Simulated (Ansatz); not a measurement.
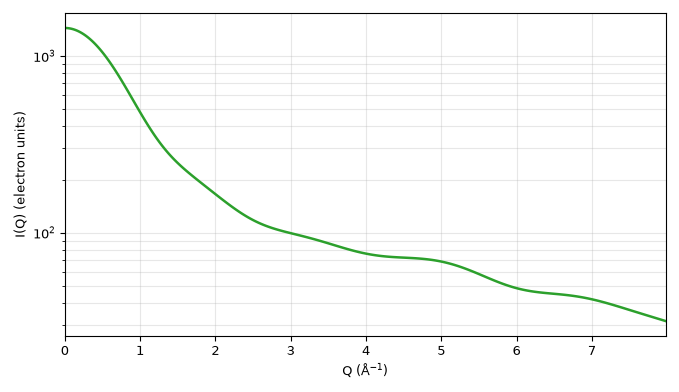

Elastic X-ray scattering of a randomly oriented, rigid molecule, calculated with the Debye equation from neutral-atom form factors (independent atoms, no Compton part, no vibration). The geometry is the end point of an optimisation (Ansatz 0.2.0, RKS PBE-D4/STO-3G); it may be a saddle point or a higher isomer. It contains C, Si, H.

How many electrons does the independent-atom model of the molecule hold?

Answer. I(0) is the square of the electron number: I(0) = 1440, so about 38 electrons, the count of C3H6Si.

What radius of gyration does the initial fall-off give?

Answer. From I(Q) ≈ I(0) exp(−Q²R²/3) at small Q, R ≈ 1.98 Å. It is larger than the electron-weighted radius of the nuclear positions alone (1.81 Å), because each atom's electron cloud adds to it.
